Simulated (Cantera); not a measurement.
Feed: 1 mol TEOS, 2.1 mol H2O, 0.2 mol H2, held at 9.00 mbar.

Cantera equilibrium calculation (NASA polynomials, part measured and part estimated; ideal gas, pure solids and liquids). Candidate condensed phases: C, C6H6, C7H8, C8H18, H2O, Si, SiC, SiO2; 123 gas species. The feed counts by its element totals alone. The tables hold silica as quartz up to 1696 K and as liquid above; real silica turns to tridymite and cristobalite and melts near 1996 K. Rates play no part.

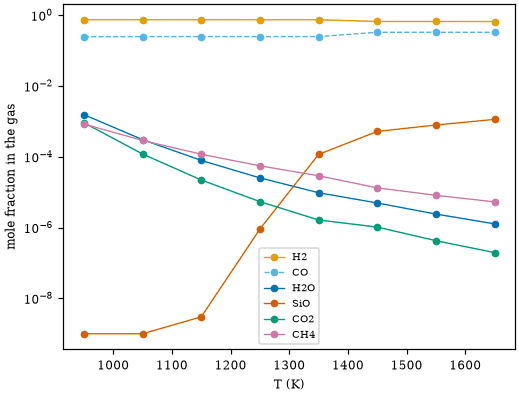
Figure: Equilibrium gas composition (values under 1e-9 drawn at 1e-9)

Read off the mole fractions at 1050 K.

H2 about 0.75, CO about 0.25, H2O about 0.00031, CH4 about 0.00029, CO2 about 0.00012.
